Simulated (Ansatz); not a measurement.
Base system: CdAs₂ (space group I4_122, No. 98; a = 7.951 Å, c = 4.665 Å; a cell from a computed database, its experimental status unchecked).

The same geometry is solved again with PBEsol+SOC.

Levels (all Ansatz, an electronic-structure program, PAW): PBEsol+SOC (420 eV, spin-orbit coupling included); PBEsol (420 eV, no spin-orbit coupling).

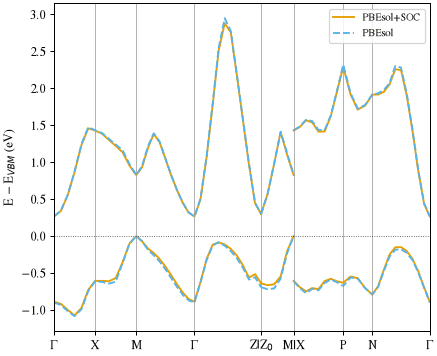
Figure: Highest valence and lowest conduction band along the path, each from its own valence-band maximum

Q: Read the PBEsol+SOC gap and its character from the plot.

A: About 0.26 eV, indirect, M → Γ.

Single points use the geometry relaxed with PBEsol. Differences between runs with and without spin-orbit coupling are approximate. No phonon test of stability was made. The zero or small gap of CdAs2 can change with the level of theory.
